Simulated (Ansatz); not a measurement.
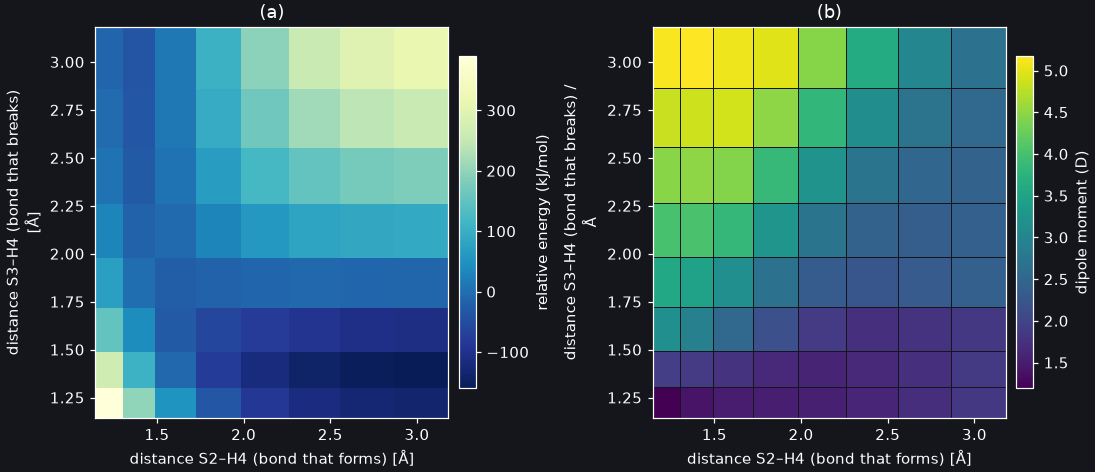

The reacting system F2H2S2Si (fragments F₂H₂S₂Si where the first distance is long, F₂SSi + H₂S where the second is long). Coordinates scanned: (1) distance S2–H4 (bond that forms); (2) distance S3–H4 (bond that breaks). Relaxed at each point: all other coordinates. The grid has 8 × 8 points. Points are written as (first, second). Energies: kJ/mol, counted from a guessed transition structure relaxed with its forming and breaking bonds held. The reference is spin-restricted, so regions where a bond is pulled apart into radicals lie too high. These are results of Ansatz, RKS PBE0-D4/def2-SVP, not measurements.

Panel (a) is the energy; panel (b) is the computed dipole moment, in D.

Drawn: one coloured cell a grid point.

How does the dipole moment vary over the map, and what is it at the lowest grid point?

Leaving out the highest fifth of the energies, it runs from 1.51 D at (1.600 Å, 1.224 Å) to 5.17 D at (1.382 Å, 3.024 Å). At the lowest grid point, (3.024 Å, 1.382 Å), it is 1.85 D. That point lies on the edge of the scan.

```csv
"second ↓, first →",1.224,1.382,1.600,1.848,2.118,2.406,2.709,3.024
3.024,5.13,5.17,5.06,4.98,4.45,3.62,3.01,2.69
2.709,4.84,4.86,4.89,4.50,3.81,3.13,2.70,2.53
2.406,4.47,4.49,4.43,3.86,3.23,2.73,2.49,2.44
2.118,4.02,4.02,3.83,3.26,2.73,2.43,2.37,2.40
1.848,3.57,3.49,3.15,2.68,2.33,2.25,2.32,2.40
1.600,3.16,2.91,2.51,2.15,1.88,1.74,1.78,1.83
1.382,1.91,1.89,1.78,1.65,1.58,1.63,1.74,1.85
1.224,1.19,1.40,1.51,1.52,1.54,1.60,1.71,1.83
```
